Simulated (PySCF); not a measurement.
Consider C$_{7}$H$_{13}$FO (SMILES COC/C(C)=C/[C@H](C)F).

Input

```
{"job": {"kind": "nmr", "xc": "PBE0", "basis": "pcSseg-1"}, "charge": 0, "multiplicity": 1}
C     -3.554534     0.406495    -0.153758
O     -2.201664     0.450503     0.208542
C     -1.453639    -0.623524    -0.324791
C     -0.016919    -0.488138     0.108254
C      0.162700    -0.413108     1.591896
C      0.956506    -0.430687    -0.791077
C      2.422532    -0.287340    -0.510923
C      2.844491     1.177600    -0.445772
F      3.126773    -0.899561    -1.538707
H     -3.678521     0.452903    -1.243352
H     -4.027690     1.273932     0.302231
H     -4.037643    -0.508643     0.213194
H     -1.529259    -0.627751    -1.422478
H     -1.863348    -1.579320     0.046825
H     -0.186611    -1.336661     2.052898
H      1.196134    -0.244864     1.874693
H     -0.450638     0.399875     1.976070
H      0.725122    -0.474548    -1.846327
H      2.723062    -0.822526     0.398515
H      2.335513     1.666000     0.379518
H      3.920060     1.251033    -0.304549
H      2.577164     1.677717    -1.373320
```

Launched as:

```sh
OMP_NUM_THREADS=1 python probes_run.py task.json out
```

Geometry: GFN2-xTB.

Method: PBE0/pcSseg-1, SCF density, gas phase, non-relativistic in PySCF 2.14.0.

What will maps of the electron density and electron localisation function show?

Answer. C–C (1.33 Å): ρ at the midpoint is about 2.3 e/Å³; the ELF peaks at about 0.90 between the atoms (a short, multiple covalent bond).
C–H (1.08 Å): the density is about 2 e/Å³ at the midpoint; the ELF climbs to about 1 towards the hydrogen, as it does in any bond to H: an ordinary covalent bond to hydrogen.
C–C (1.50 Å): the density is about 1.7 e/Å³ at the midpoint; the ELF peaks at about 0.95 between the atoms, as expected for a shared electron pair.

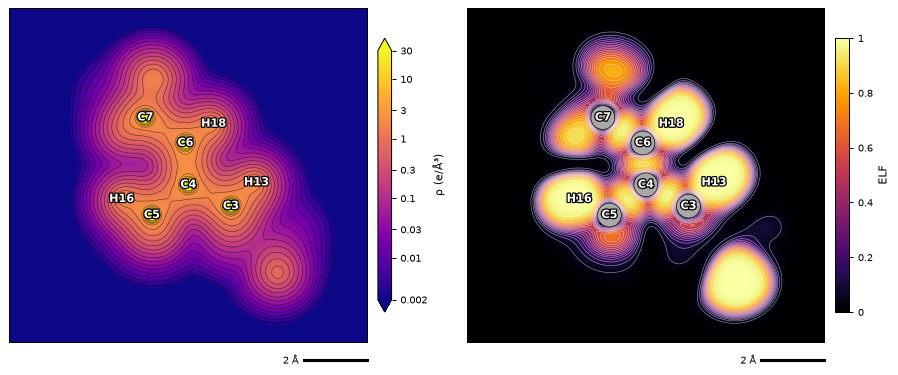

Computed electron density and electron localisation function on the plane of atoms C3, C4 and C6, in this order. Grey discs cover the atomic cores in the ELF map. 
